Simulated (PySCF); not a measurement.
**[SiF3]− (SMILES F[Si-](F)F): levels of theory compared**

Aim: a comparison of 6 runs (B2PLYP/STO-6G, UPBE0/STO-6G, wB97X-V/STO-6G, UMP2/STO-6G, NEVPT2(2,2)/STO-6G, UCCSD(T)/STO-6G) of [SiF3]−. 

Program for the calculation: PySCF 2.14.0.

3 further runs of the same task are left out: 1 that didn't finish, 2 set aside as unsound or not needed.

### Step 1. Starting point

[SiF3]− has 4 atoms, charge -1, and is taken as a singlet. As SMILES, `F[Si-](F)F`. The Si1–F2 distance was set to 2.540 Å, away from the relaxed value. At this shape a bond of the SMILES string is far longer than usual.

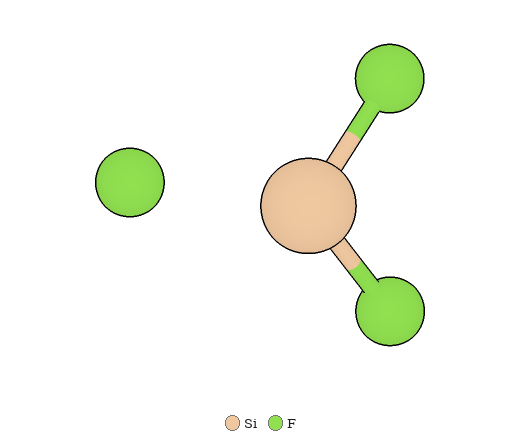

The structure, seen from a chosen angle (silicon light orange, fluorine green).

### Step 2. The energy at B2PLYP/STO-6G (run 1)

calc.py

```python
from pyscf import gto, dft, mp

mol = gto.M(
    atom='''
Si    -1.362241     0.045609     2.146831
F      2.699115    -0.058506    -0.409976
F     -2.652622     2.397335     0.393430
F     -2.745634    -2.280323     0.426519
''',
    unit='bohr',
    charge=-1,
    verbose=4,
    basis='sto-6g',
    max_memory=1860,
)

mf = dft.RKS(mol, xc='0.53*HF + 0.47*B88, 0.73*LYP')
mf.grids.level = 5
mf.conv_tol = 1e-10
mf.kernel()
if not mf.converged:
    mf = mf.newton().run(mf.mo_coeff, mf.mo_occ)

pt = mp.MP2(mf, frozen=8).run()
etot = mf.e_tot + 0.27 * pt.e_corr
print('PT2 part  %.8f' % (0.27 * pt.e_corr))
print('Final energy', etot)
```

Command:

```
OMP_NUM_THREADS=1 python calc.py
```

Output:

```text
PySCF version 2.14.0

[... 78 lines left out ...]
converged SCF energy = -585.662398484488
[... 1 line left out ...]
******** <class 'pyscf.mp.mp2.RMP2'> ********
nocc = 13, nmo = 16
frozen orbitals 8
E(RMP2) = -585.810876192471  E_corr = -0.148477707983105
E(SCS-RMP2) = -585.824838524595  E_corr = -0.162440040106797
E_corr(same-spin) = -0.0181537032379942
E_corr(oppo-spin) = -0.130324004745111
PT2 part  -0.04008898
Final energy -585.7024874656432
```

Run time: 5.1 s. Hardware: 1 thread of Arm Neoverse V1, shared host; peak memory 0.22 GiB.

### Step 3. A single-point energy at UPBE0/STO-6G (run 2)

input.py

```python
from pyscf import gto, dft

molecule = gto.Mole()
molecule.atom = '''
Si    -1.362241     0.045609     2.146831
F      2.699115    -0.058506    -0.409976
F     -2.652622     2.397335     0.393430
F     -2.745634    -2.280323     0.426519
'''
molecule.max_memory = 1860
molecule.charge = -1
molecule.unit = 'bohr'
molecule.basis = 'sto-6g'
molecule.verbose = 4
molecule.build()

myscf = dft.UKS(molecule, xc='pbe0')
myscf.grids.level = 5
myscf.conv_tol = 1e-10
myscf.kernel()
if not myscf.converged:
    myscf = myscf.newton().run(myscf.mo_coeff, myscf.mo_occ)
for _ in range(3):
    mo, _, stable, _ = myscf.stability(return_status=True)
    if stable:
        break
    myscf.kernel(myscf.make_rdm1(mo, myscf.mo_occ))

etot = myscf.e_tot
print('Final energy', etot)
```

Command:

```
OMP_NUM_THREADS=1 python input.py
```

Output:

```text
PySCF version 2.14.0

[... 117 lines left out ...]
converged SCF energy = -585.82323849945  <S^2> = 7.6276763e-12  2S+1 = 1
[... 96 lines left out ...]
converged SCF energy = -585.823688297783  <S^2> = 0.11243983  2S+1 = 1.2040595
[... 2 lines left out ...]
Final energy -585.8236882977832
```

Wall time 35 s (1 thread of Arm Neoverse V1, shared host); peak memory 0.4 GiB.

### Step 4. A single-point energy at wB97X-V/STO-6G (run 3)

calc.py

```python
from pyscf import gto, dft

mol = gto.Mole()
mol.atom = 'Si -0.720867 0.024135 1.136054; F 1.428310 -0.030960 -0.216950; F -1.403707 1.268615 0.208194; F -1.452927 -1.206695 0.225704'
mol.charge = -1
mol.spin = 0
mol.max_memory = 1860
mol.basis = 'sto-6g'
mol.verbose = 3
mol.build()

ks = dft.RKS(mol)
ks.xc = 'wb97x-v'
ks.nlcgrids.level = 1
ks.conv_tol = 1e-10
ks.grids.level = 5
ks.kernel()
if not ks.converged:
    ks = ks.newton().run(ks.mo_coeff, ks.mo_occ)

energy = ks.e_tot
print('E = %.10f Eh' % energy)
```

Command:

```
OMP_NUM_THREADS=1 python calc.py
```

Output:

```text
converged SCF energy = -586.053424507912
E = -586.0534245079 Eh
```

It took 32 s on 1 thread of Arm Neoverse V1, shared host; peak memory 0.22 GiB.

Runs 4 to 5 aren't shown in full; the table further down has their settings and results.

### Step 5. The energy at UCCSD(T)/STO-6G (run 6)

input.xyz

```xyz
4

Si    -0.720867     0.024135     1.136054
F      1.428310    -0.030960    -0.216950
F     -1.403707     1.268615     0.208194
F     -1.452927    -1.206695     0.225704
```

input.py

```python
from pyscf import gto, scf, cc

mol = gto.M(
    atom='input.xyz',
    basis='sto-6g',
    spin=0,
    max_memory=1860,
    verbose=3,
    charge=-1,
)

mf = scf.UHF(mol)
mf.conv_tol = 1e-10
mf.kernel()
if not mf.converged:
    mf = mf.newton().run(mf.mo_coeff, mf.mo_occ)
for _ in range(3):
    mo, _, stable, _ = mf.stability(return_status=True)
    if stable:
        break
    mf.kernel(mf.make_rdm1(mo, mf.mo_occ))

mycc = cc.CCSD(mf, frozen=8)
mycc.kernel()
e_t = mycc.ccsd_t()
e_final = mycc.e_tot + e_t
print(f'total energy: {e_final:.8f} hartree')
```

Command:

```
OMP_NUM_THREADS=1 python input.py
```

Output:

```text
converged SCF energy = -584.508567863684  <S^2> = 2.6158631e-11  2S+1 = 1
<class 'pyscf.scf.uhf.UHF'> wavefunction has an internal instability
converged SCF energy = -584.538612604951  <S^2> = 0.69073465  2S+1 = 1.9398295
<class 'pyscf.scf.uhf.UHF'> wavefunction is stable in the internal stability analysis
E(UCCSD) = -584.6193933527055  E_corr = -0.08078074775488442
UCCSD(T) correction = -0.00525609809241673
total energy: -584.62464945 hartree
```

Run time: 1.6 s. Hardware: 1 thread of Arm Neoverse V1, shared host; peak memory 0.12 GiB.

### Step 6. All runs side by side

| run | level | frozen core orbitals | follow instability | energy (Eh) | HOMO energy (eV) | LUMO energy (eV) | HOMO–LUMO gap (eV) | wall time |
| --- | --- | --- | --- | --- | --- | --- | --- | --- |
| 1 | B2PLYP/STO-6G | 8 | – | -585.702487 | 5.14 | 12.34 | 7.20 | 5.1 s |
| 2 | UPBE0/STO-6G | – | yes | -585.823688 | 6.73 | 11.43 | 4.69 | 35 s |
| 3 | wB97X-V/STO-6G | – | – | -586.053425 | 4.39 | 13.53 | 9.15 | 32 s |
| 4 | UMP2/STO-6G | 8 | yes | -584.585618 | 4.63 | 15.65 | 11.02 | 1.2 s |
| 5 | NEVPT2(2,2)/STO-6G | – | – | -584.611837 | 3.15 | 14.21 | 11.07 | 1.3 s |
| 6 | UCCSD(T)/STO-6G | 8 | yes | -584.624649 | 4.63 | 15.65 | 11.02 | 1.6 s |

### Step 7. Summary of results

| quantity | value |
| --- | --- |
| run 6: total energy | -584.62465 Eh |
| run 6: HOMO energy (Hartree–Fock orbitals) | 4.63 eV |
| run 6: LUMO energy (Hartree–Fock orbitals) | 15.65 eV |
| run 6: HOMO–LUMO gap (to an unbound level, set by the basis) | 11.02 eV |
| run 6: correlation energy (8 core orbitals frozen) | -86.0 mEh |
| run 6: (T) correction | -5.26 mEh |
| run 6: ⟨S²⟩ of the reference determinant | 0.691 |
| run 6: T1 diagnostic | 0.060 |

What this shows: Over runs 1, 2, 3 the HOMO–LUMO gap runs from 4.69 eV (UPBE0/STO-6G) to 9.15 eV (wB97X-V/STO-6G). The empty levels of an anion lie above zero and hang on the basis. Totals of different functionals can't be ranked against each other. In runs 1, 2, 3, 4, 5, 6 the HOMO lies above zero, so the outermost electron may be held by the basis alone. In runs 1, 2, 3, 4, 5, 6 the basis is minimal, so the values are rough. Spin contamination of the reference: run 4 ⟨S²⟩ = 0.69, run 6 ⟨S²⟩ = 0.69, run 2 ⟨S²⟩ = 0.11. Where it is this large, the reference is a mixture of spin states, and values that rest on it are in doubt. All runs together took 76 s, the longest 35 s.
